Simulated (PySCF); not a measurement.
```xyz
2

Pb    0.0000    0.0000   -0.1719
F     0.0000    0.0000    1.8821
```

Method: PySCF, PBE0/x2c-TZVPPall, spin-free X2C-1e, Gaussian nucleus, at a bond length of 2.054 Å.

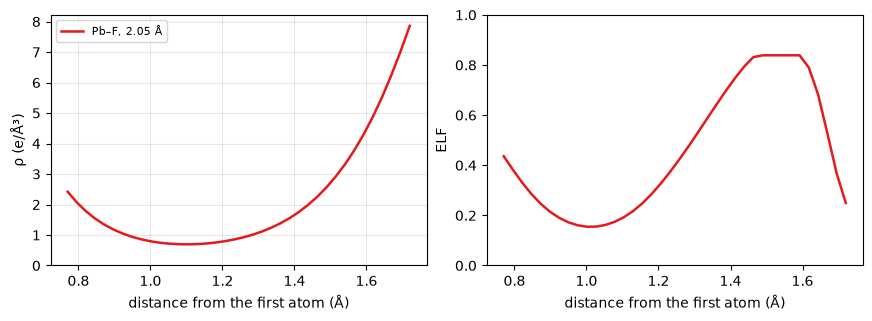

PbF (doublet). Electron density and ELF along straight lines between neighbouring atoms. The curves leave out the atomic cores.

**What can be read from the curves?**

Pb–F (2.05 Å): ρ is about 0.75 e/Å³ halfway; the ELF peaks at about 0.85 in the valence shell of F, 0.6 Å from its nucleus, and drops to about 0.15 between the two atoms.
